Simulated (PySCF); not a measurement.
## Electronic structure of C4H9ClSi (SMILES Cl[SiH2]C1CCC1) in real space

| atom | x (Å) | y (Å) | z (Å) |
| --- | --- | --- | --- |
| Cl | 2.9365 | 1.7641 | -0.5165 |
| Si | 2.0561 | 0.0139 | -0.0292 |
| C | 0.2361 | 0.0693 | -0.5599 |
| C | -0.6585 | -1.1199 | -0.1515 |
| C | -1.7148 | -0.1362 | 0.3688 |
| C | -0.7119 | 1.0141 | 0.2129 |
| H | 2.7565 | -1.0694 | -0.7167 |
| H | 2.1553 | -0.1453 | 1.4210 |
| H | 0.1539 | 0.2519 | -1.6343 |
| H | -0.2252 | -1.7343 | 0.6359 |
| H | -0.9752 | -1.7715 | -0.9637 |
| H | -2.0723 | -0.3171 | 1.3806 |
| H | -2.5733 | -0.0464 | -0.2943 |
| H | -0.3042 | 1.3514 | 1.1644 |
| H | -1.0634 | 1.8834 | -0.3394 |

Geometry: GFN2-xTB.

Theory: CAM-B3LYP/def2-SVPD, SCF density, gas phase in PySCF.

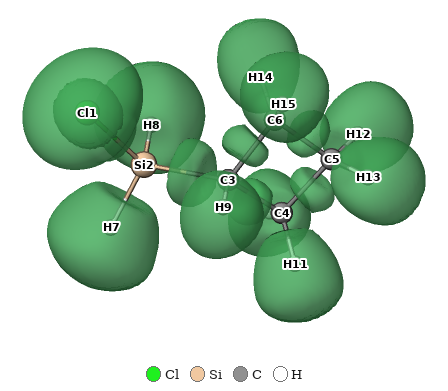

Figure 1. Isosurface of the ELF at 0.75 (green), seen at a tilt. Core shells and regions of very low density are left out.

Where are the electrons localised?

The surface consists of four regions between bonded C–C atoms (shared pairs), one region between bonded C–Si atoms (shared pairs), nine regions around hydrogen nuclei and one region on Cl in which the atom's valence shell and bonds are merged.


C–C (1.53 Å): the ELF peaks at about 0.95 between the atoms: localised, covalent bonding. C–Si (1.90 Å): the ELF peaks at about 0.95 between the atoms; a shared electron pair.

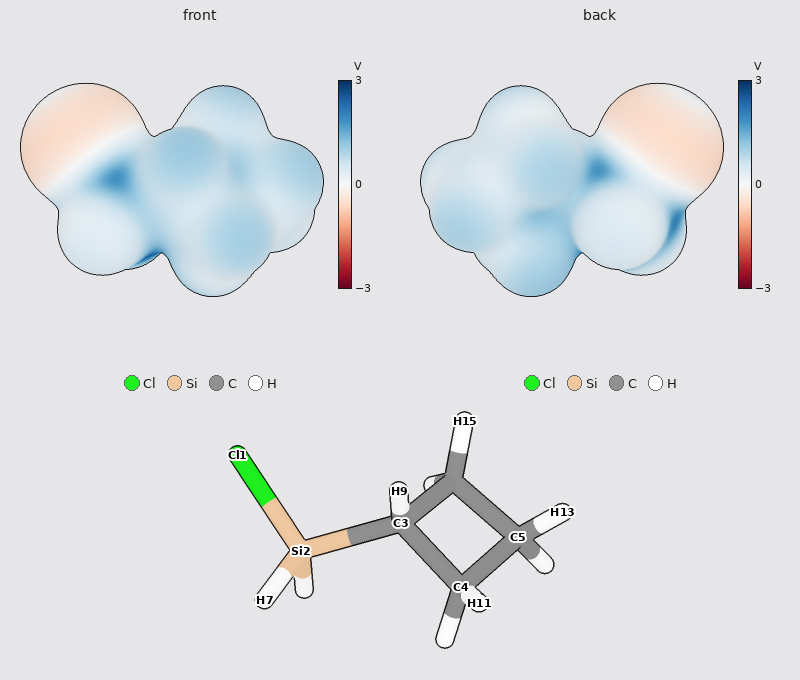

Figure 2. The molecular electrostatic potential painted on the density surface at 0.004 e/bohr³, seen from the front and from behind; red is negative and blue positive. The bare structure is drawn below in the same view.

Where is the surface potential most negative and most positive?

The most negative region (about −0.6 V) lies over Cl1, the most positive (about +2.1 V) over Si2. Cl1 shows a σ-hole: about +0.2 V at the tip opposite its bond, against about −0.5 V on its flanks.

How polar is the molecule by this calculation?

Its dipole moment is 1.90 D.
